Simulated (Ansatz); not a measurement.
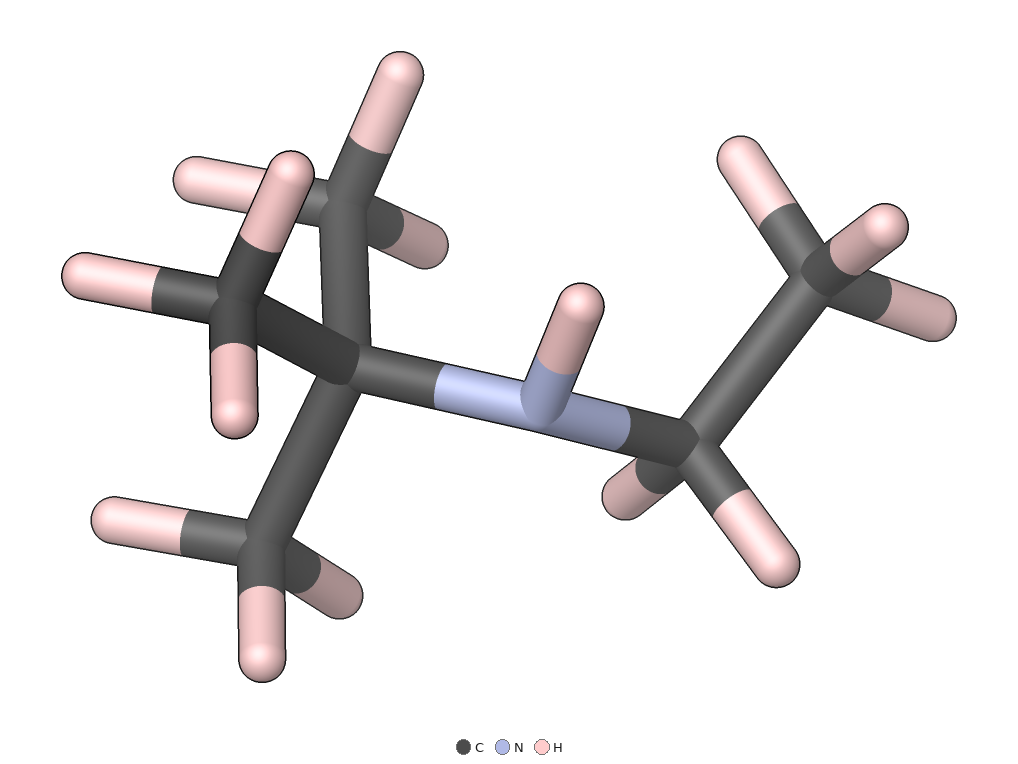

Computed geometry: PBE0-D4/def2-TZVP optimisation. No frequency run is at hand to confirm it as a minimum.

Give the structural formula.

SMILES: CCNC(C)(C)C

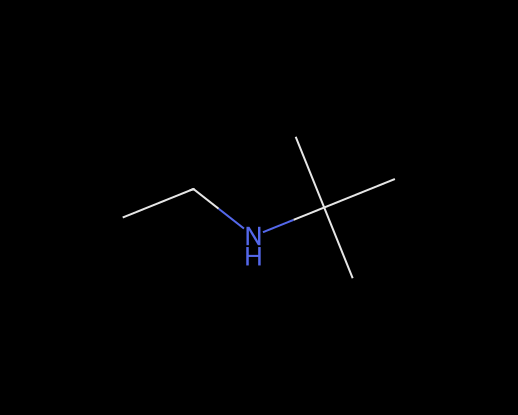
